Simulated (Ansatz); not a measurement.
**TaSi2, pressure series**

Base system: TaSi2 (space group P6_222, No. 180).

```
TaSi2
1.0
    4.80388     0.00000     0.00000
   -2.40194     4.16029     0.00000
    0.00000     0.00000     6.60424
Ta Si
3 6
Cartesian
  2.40194   0.00000   0.00000
  1.20097   2.08014   2.20141
 -1.20097   2.08014   4.40282
  0.00000   1.32320   0.00000
  3.65796   0.66160   2.20141
  1.25602   3.49869   4.40282
  2.40194   2.83709   0.00000
 -1.25602   3.49869   2.20141
  1.14592   0.66160   4.40282
```

Cell and atoms are relaxed at each pressure.

Computed with PBE, PAW, 420 eV (Ansatz, a quantum-chemistry and plane-wave program; spin-orbit coupling left out), earlier PAW set.

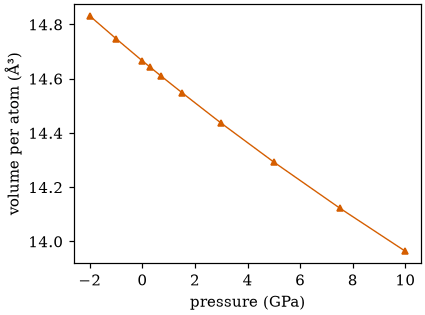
Volume per atom against pressure

Question: From the plot, what is the volume per atom for pressure 0.3 GPa?

Answer: About 14.64 Å³.

Question: Is the trend monotonic over the range shown?

Answer: Yes, it falls throughout, spanning 13.96 Å³ to 14.83 Å³.

Load acts through the strain it causes; cell and atoms are relaxed under it. No phonon test of stability was made. Competing high-pressure phases were not computed. All final runs are without spin polarisation. An odd electron count without spin: TaSi2.
